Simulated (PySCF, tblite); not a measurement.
Dissociation curve of KH, singlet.

Methods: GFN2-xTB, 300 K electronic temperature (tblite); RMP2 = MP2 on RHF/def2-SVP, 5 core orbitals frozen in PySCF 2.14.0; RKS-CAM-B3LYP = restricted CAM-B3LYP/def2-SVP run with PySCF.

Energies are in kJ/mol, each relative to the lowest point of its own curve near equilibrium.

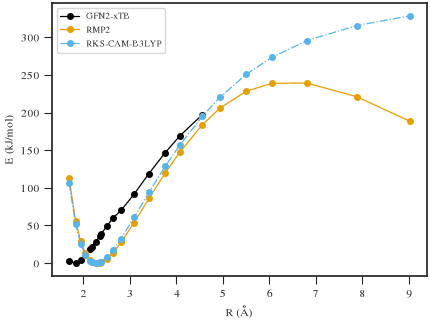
*Energy against bond length for each method.*

| R / Å | GFN2-xTB | RMP2 | RKS-CAM-B3LYP |
|---|---|---|---|
| 1.69 | 2.6 | 113.0 | 106.6 |
| 1.83 | 0.0 | 56.5 | 52.1 |
| 1.94 | 4.2 | 28.9 | 25.8 |
| 2.04 | 10.4 | 13.2 | 11.1 |
| 2.15 | 18.8 | 3.7 | 2.6 |
| 2.18 | 21.3 | 2.2 | 1.4 |
| 2.26 | 28.1 | 0.0 | 0.0 |
| 2.35 | 35.9 | 0.3 | 1.2 |
| 2.38 | 38.5 | 0.9 | 2.1 |
| 2.51 | 49.8 | 5.9 | 8.4 |
| 2.63 | 59.5 | 13.3 | 16.9 |
| 2.81 | 70.1 | 27.5 | 32.7 |
| 3.09 | 91.6 | 53.8 | 60.7 |
| 3.41 | 119.0 | 85.8 | 93.9 |
| 3.76 | 146.8 | 119.7 | 128.5 |
| 4.07 | 168.6 | 147.0 | 156.5 |
| 4.56 | 197.3 | 183.8 | 195.1 |
| 4.94 | — | 206.0 | 220.4 |
| 5.50 | — | 228.1 | 250.6 |
| 6.05 | — | 238.7 | 273.1 |
| 6.81 | — | 239.2 | 295.5 |
| 7.88 | — | 221.0 | 315.5 |
| 9.02 | — | 188.7 | 328.4 |

At the longest distance, 9.02 Å, RKS-CAM-B3LYP lies highest above its minimum (328.4 kJ/mol) and RMP2 lowest (188.7 kJ/mol).

The RMP2 curve passes through a maximum at 6.81 Å and then falls by 50.4 kJ/mol up to the last usable point.

Dashes: no converged value, or the column stops at the first point that the program doubted or that broke a chosen test of continuity, which isn't proof of a fault.

The restricted form behind RMP2, RKS-CAM-B3LYP keeps the bonding electrons paired and can't separate into open-shell fragments. The T1 diagnostic of CCSD on the restricted reference of RMP2 exceeds 0.045 at 3.41 to 9.02 Å. At the longest distance RKS-CAM-B3LYP leaves fractional charges on the fragments, a sign of delocalisation error or of the restricted form.
